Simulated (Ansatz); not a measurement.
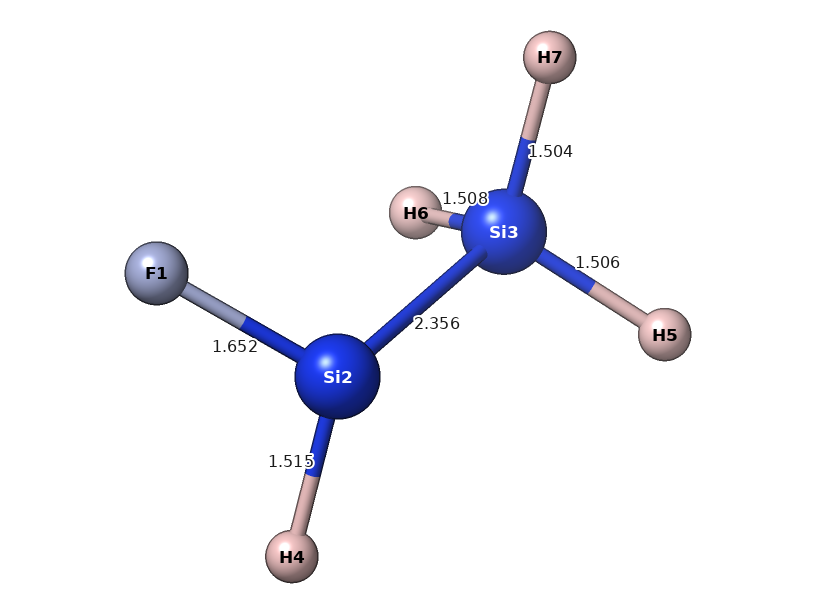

Bond lengths are marked in Å; every bond is drawn as one stick. Charge 0, doublet. The geometry was computed by an optimisation with PBE-D4/def2-SVP. No frequency run is at hand to confirm it as a minimum.

### Which of the marked bonds are single, double, triple or aromatic?

F1–Si2 single; Si2–Si3 single; Si2–H4 single; Si3–H5 single; Si3–H6 single; Si3–H7 single. This is one Lewis structure.

### Write the SMILES.

F[SiH][SiH3]
